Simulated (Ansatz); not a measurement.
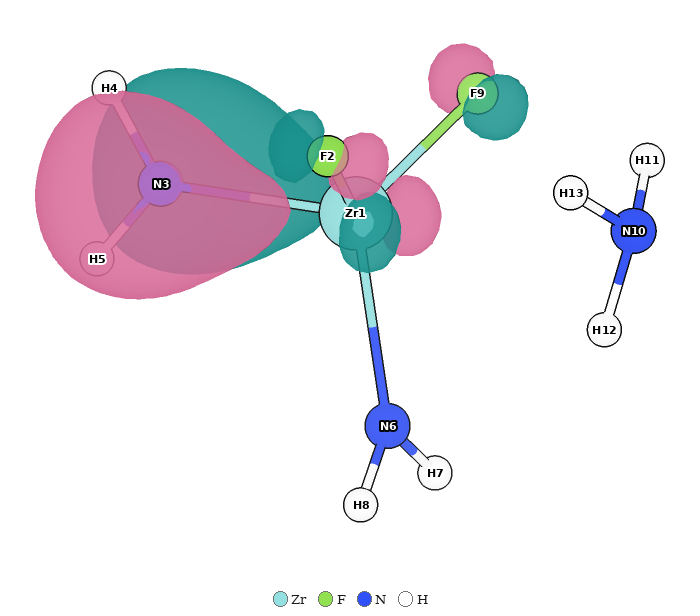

*F₂H₄N₂Zr···NH₃. One frontier orbital at ±0.15 Å⁻³ᐟ² (teal and pink are the two phases), seen at a tilt.*

Core potentials replace the inner electrons of Zr.

Level of theory: Ansatz 0.2.0, RKS PBE-D4/def2-SVP.

The calculation's input:

```
crystal:
  periodic: [false, false, false]
  atoms:
    - { symbol: Zr, position_ang: [0.066813, 0.025901, -0.111469] }
    - { symbol: F, position_ang: [0.169547, -0.038235, 1.851074] }
    - { symbol: "N", position_ang: [1.983386, 0.056569, -0.791528] }
    - { symbol: H, position_ang: [2.647443, -0.721288, -0.680481] }
    - { symbol: H, position_ang: [2.467199, 0.82271, -1.273526] }
    - { symbol: "N", position_ang: [-0.730526, 1.793447, -0.735913] }
    - { symbol: H, position_ang: [-1.313414, 1.950668, -1.568918] }
    - { symbol: H, position_ang: [-0.690582, 2.675867, -0.20843] }
    - { symbol: F, position_ang: [-0.78908, -1.517497, -0.895141] }
    - { symbol: "N", position_ang: [-2.873385, -0.064734, 1.603253] }
    - { symbol: H, position_ang: [-2.982828, -0.905319, 1.020164] }
    - { symbol: H, position_ang: [-2.829904, 0.743413, 0.96737] }
    - { symbol: H, position_ang: [-1.94077, -0.131201, 2.067545] }
basis:
  gaussian: { orbitals: def2-SVP }
hamiltonian:
  xc: pbe
  dispersion: d4
relax:
  f_tol: 0.03
  max_steps: 50
output:
  orbitals: {}
```

Command:

```sh
ansatz run input.yaml --threads 4 --pin off --max-ram 5120MiB --backend cpu --events-out ev --progress --plain --runs-dir out
```

The fields are those of the run's last geometry, not of the input's.

**Which orbital is it: HOMO or LUMO?**

The HOMO, at −5.70 eV. Its weight (Hirshfeld) is mainly on N3 (about 70 %) and Zr1 (about 15 %); largely a lone pair of N3.
